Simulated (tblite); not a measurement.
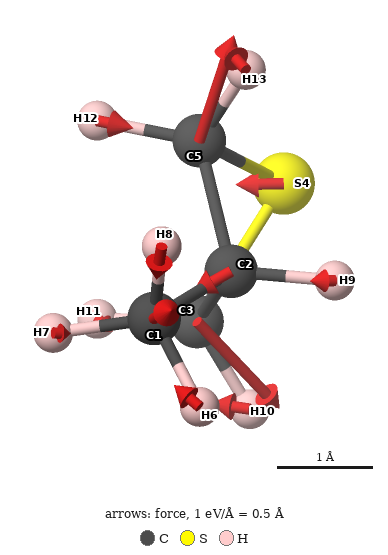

Starting geometry of C$_{4}$H$_{8}$S (charge +1, multiplicity 2) with the computed forces as red arrows. Style: ball-and-stick. Shown from a free direction.

These are results of tblite, GFN2-xTB geometry optimisation, gas phase, not measurements. 

Question: What follows when this structure is relaxed?

Answer: It isn't relaxed: the largest force vector, on C3, is 3.03 eV/Å. The final displacements have little in common with the starting forces (cosine between the two patterns 0.26). S4 moves most after the best rigid fit: 1.00 Å. Largest moves by element: S 1.00 Å, H 0.86 Å, C 0.19 Å. Among the contacts that change: C3–S4 1.842 → 1.799 Å, C1–H8 1.124 → 1.087 Å, C2–C3 1.499 → 1.533 Å, C2–C5 1.508 → 1.533 Å. Among the angles between lasting bonds that change: H10–C3–H11 115.9° → 107.1°, C2–C5–H13 108.3° → 116.9°, C3–S4–C5 69.5° → 77.6°. Over 66 geometry steps the energy falls by 0.904 eV. The run took 0.25 s on 1 thread of Arm Neoverse V2, on a shared host.
